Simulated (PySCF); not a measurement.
# C₃H₄NO (SMILES [H]/N=C\[C@H]1[CH]O1) (doublet): what the fields show

| atom | x (Å) | y (Å) | z (Å) |
| --- | --- | --- | --- |
| N | -1.9460 | -0.0533 | -0.4623 |
| C | -0.8835 | -0.2267 | 0.1813 |
| C | 0.5002 | -0.1365 | -0.3314 |
| C | 1.5261 | 0.5614 | 0.4302 |
| O | 1.5138 | -0.7860 | 0.4543 |
| H | -1.8279 | 0.1588 | -1.4524 |
| H | -0.9717 | -0.4523 | 1.2404 |
| H | 0.6343 | -0.2178 | -1.4075 |
| H | 1.4683 | 1.1585 | 1.3223 |

Geometry: GFN2-xTB.

These are results of UKS B3LYP, pcH-1 on C H N O, non-relativistic, mean-field spin-orbit, GIAO (PySCF 2.14.0, density-fitted response routines), not measurements.

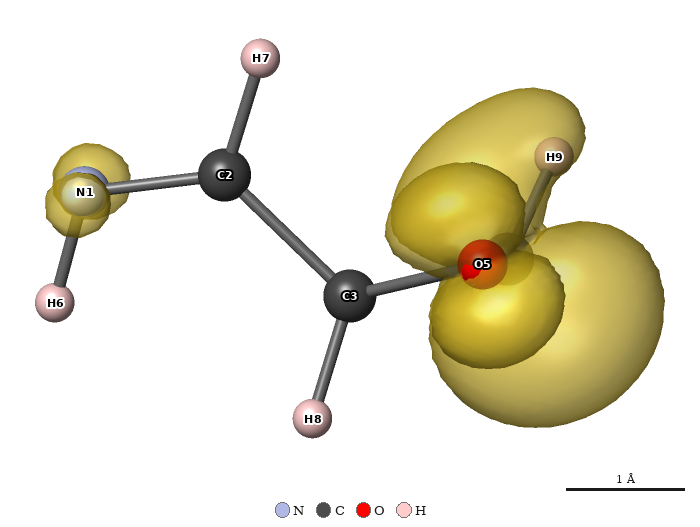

Figure 1. Isosurfaces of the spin density (α minus β) at +0.03 (yellow) and −0.03 e/Å³ (cyan), seen across its widest extent.

> Where is the unpaired spin?

The unpaired spin (1 electron) lies mostly on C4 (about 0.7) and O5 (about 0.2), in electrons by Hirshfeld's partition. Only one sign reaches the isovalue.

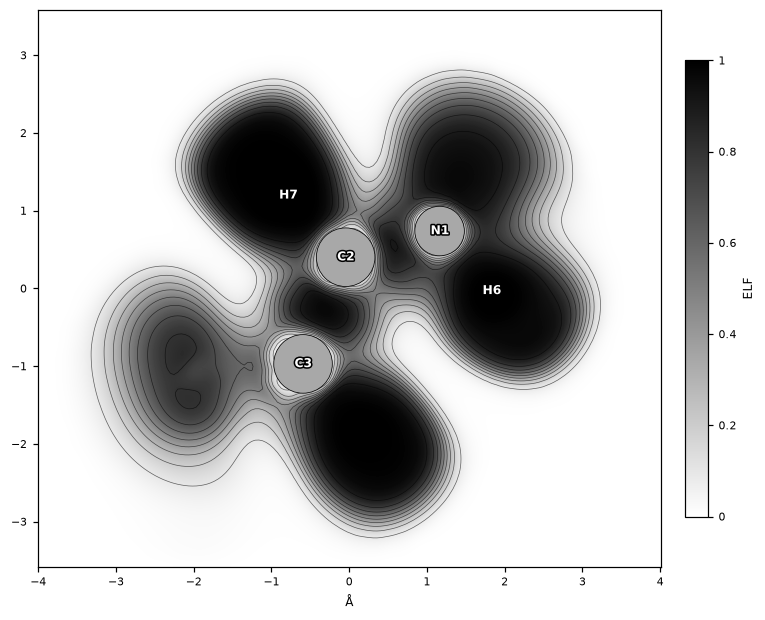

Figure 2. ELF on the plane of atoms N1, C2 and H7. Grey discs cover the atomic cores.

> Read the bonding off the picture.

The section cuts through N, C and H sites.
C–N (1.25 Å): the ELF peaks at about 0.90 between the atoms; a short, multiple covalent bond.
C–C (1.48 Å): the ELF peaks at about 0.95 between the atoms, as expected for a shared electron pair.
N–H (1.02 Å): the ELF climbs to about 1 towards the hydrogen, as it does in any bond to H; an ordinary covalent bond to hydrogen.
C–H (1.09 Å): the ELF climbs to about 1 towards the hydrogen; an ordinary covalent bond to hydrogen.
The ELF also peaks beside N1, away from the bonds: non-bonding electrons, paired or unpaired.

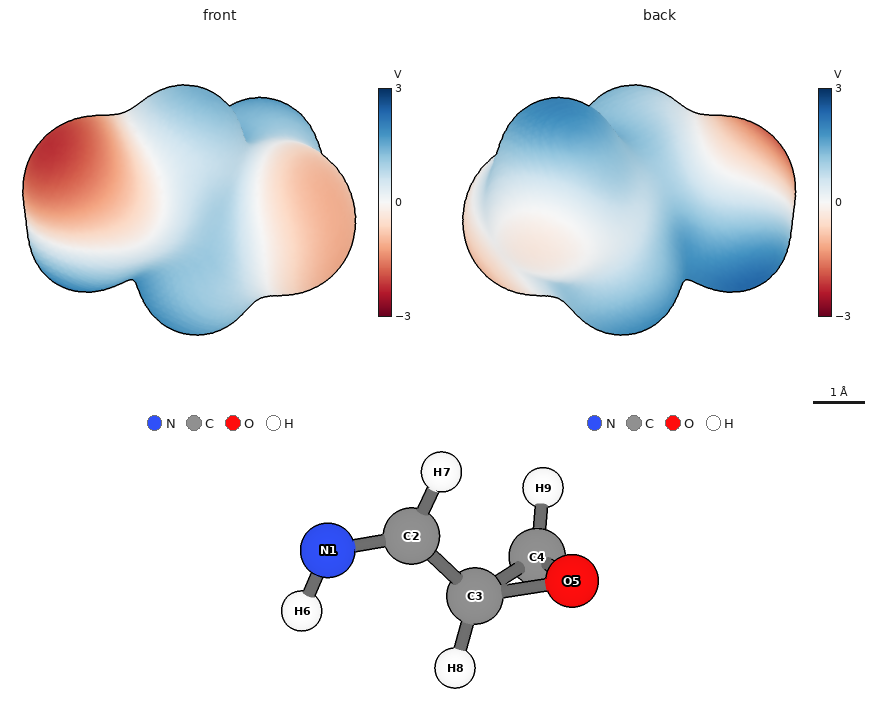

Figure 3. The molecular electrostatic potential painted on the density surface at 0.004 e/bohr³, seen from the front and from behind; the colour scale runs from red (negative) to blue (positive). The bare structure is drawn below in the same view.

> Which sites attract a positive test charge, and which a negative one?

A positive charge is drawn to the negative regions and a negative charge to the positive ones. The most negative region (about −2.1 V, or −48 kcal/mol for a unit charge) lies over N1, the most positive (about +2.2 V, or +51 kcal/mol for a unit charge) over H6. N1 is the likeliest acceptor of a hydrogen bond.
